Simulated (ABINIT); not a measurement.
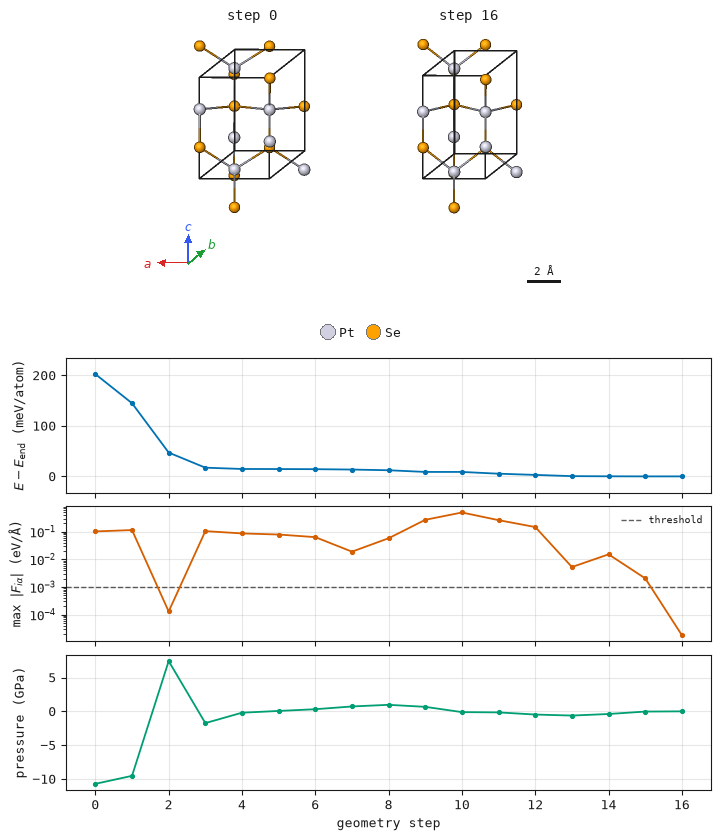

First and last geometry of a relaxation of a crystal of PtSe (a generated structure, set up in P6_3mc), with the history of the run. A ball-and-stick model of the cell of the calculation, seen from a free direction.

The run lets cell and atoms move.

The calculation used Kohn-Sham DFT of a periodic cell, PBE, JTH PAW PBE v2.0 (ABINIT 10.8.3).

The input:
```
pp_dirpath "./"
pseudos "Pt.GGA_PBE-JTH.xml, Se.GGA_PBE-JTH.xml"

acell 3*1.0
rprim
     8.1095936892     0.0000000000     0.0000000000
    -4.0547968351     7.0231141354     0.0000000000
     0.0000000000     0.0000000000    13.2816420760
ntypat 2
znucl 78 34
natom 4
typat 1 1 2 2
chkprim 0
chksymtnons 0
tolsym 1.0e-6
xred
            2/3            1/3            0.0
            1/3            2/3            1/2
            2/3            1/3   0.6252000000
            1/3            2/3   0.1252000000

ecut 16.0
pawecutdg 32.0
pawxcdev 0
pawovlp -1
ecutsm 0.5

kptopt 1
ngkpt 5 5 3
nshiftk 1
shiftk 0.0 0.0 0.0

ixc 11

nband 20
occopt 3
tsmear 0.00183747

nstep 80
tolvrs 1.0e-10

iomode 3
prteig 0
prtebands 0
prtwf 0
prtden 0

ionmov 2
optcell 2
ntime 50
tolmxf 2.0e-5
dilatmx 1.08
```

Launched with:
```bash
abinit run.abi > log 2>&1
```

> Read the history and describe the run.

It converged. After 16 geometry steps the energy has fallen by 202 meV per atom. The largest force component goes from 0.1 to under 0.0001 eV/Å. The pressure goes from −10.72 to 0.00 GPa. The largest moves relative to the cell, 0.096 Å, are those of Pt and Se atoms. By element the largest moves are Se 0.096 Å, Pt 0.096 Å. The drawn cell changes as follows: a = b 4.291 → 3.832 Å (−10.7 %), c 7.028 → 7.162 Å (+1.9 %); the volume changes by −18.7 %. Among the contacts that change: Pt–Se 2.629 → 2.466 Å, Pt–Se 2.634 → 2.492 Å. Bond angles that change, for instance: Pt–Se–Pt 109.4° → 102.0°, Se–Pt–Se 109.4° → 102.0°, Pt–Se–Pt 109.6° → 116.2°. The space group stays P6_3mc (No. 186).

```json
{"step": "0", "E − E(0), meV/atom": "0.00", "largest force component, eV/Å": "0.1026", "pressure, GPa": "-10.72", "volume, Å³/atom": "28.024"}
{"step": "1", "E − E(0), meV/atom": "-57.61", "largest force component, eV/Å": "0.1150", "pressure, GPa": "-9.53", "volume, Å³/atom": "27.115"}
{"step": "2", "E − E(0), meV/atom": "-155.34", "largest force component, eV/Å": "0.0001", "pressure, GPa": "7.42", "volume, Å³/atom": "21.903"}
{"step": "3", "E − E(0), meV/atom": "-185.26", "largest force component, eV/Å": "0.1052", "pressure, GPa": "-1.74", "volume, Å³/atom": "23.827"}
{"step": "4", "E − E(0), meV/atom": "-187.81", "largest force component, eV/Å": "0.0869", "pressure, GPa": "-0.20", "volume, Å³/atom": "23.426"}
{"step": "5", "E − E(0), meV/atom": "-187.97", "largest force component, eV/Å": "0.0792", "pressure, GPa": "0.06", "volume, Å³/atom": "23.362"}
{"step": "6", "E − E(0), meV/atom": "-188.22", "largest force component, eV/Å": "0.0637", "pressure, GPa": "0.31", "volume, Å³/atom": "23.298"}
{"step": "7", "E − E(0), meV/atom": "-188.97", "largest force component, eV/Å": "0.0190", "pressure, GPa": "0.72", "volume, Å³/atom": "23.191"}
{"step": "8", "E − E(0), meV/atom": "-190.34", "largest force component, eV/Å": "0.0582", "pressure, GPa": "0.96", "volume, Å³/atom": "23.100"}
{"step": "9", "E − E(0), meV/atom": "-193.68", "largest force component, eV/Å": "0.2703", "pressure, GPa": "0.66", "volume, Å³/atom": "22.977"}
{"step": "10", "E − E(0), meV/atom": "-193.68", "largest force component, eV/Å": "0.4967", "pressure, GPa": "-0.12", "volume, Å³/atom": "22.881"}
{"step": "11", "E − E(0), meV/atom": "-197.19", "largest force component, eV/Å": "0.2624", "pressure, GPa": "-0.16", "volume, Å³/atom": "23.030"}
{"step": "12", "E − E(0), meV/atom": "-199.56", "largest force component, eV/Å": "0.1478", "pressure, GPa": "-0.47", "volume, Å³/atom": "23.075"}
{"step": "13", "E − E(0), meV/atom": "-202.00", "largest force component, eV/Å": "0.0053", "pressure, GPa": "-0.62", "volume, Å³/atom": "22.996"}
{"step": "14", "E − E(0), meV/atom": "-202.33", "largest force component, eV/Å": "0.0152", "pressure, GPa": "-0.39", "volume, Å³/atom": "22.899"}
{"step": "15", "E − E(0), meV/atom": "-202.49", "largest force component, eV/Å": "0.0021", "pressure, GPa": "-0.03", "volume, Å³/atom": "22.780"}
{"step": "16", "E − E(0), meV/atom": "-202.49", "largest force component, eV/Å": "0.0000", "pressure, GPa": "0.00", "volume, Å³/atom": "22.772"}
```
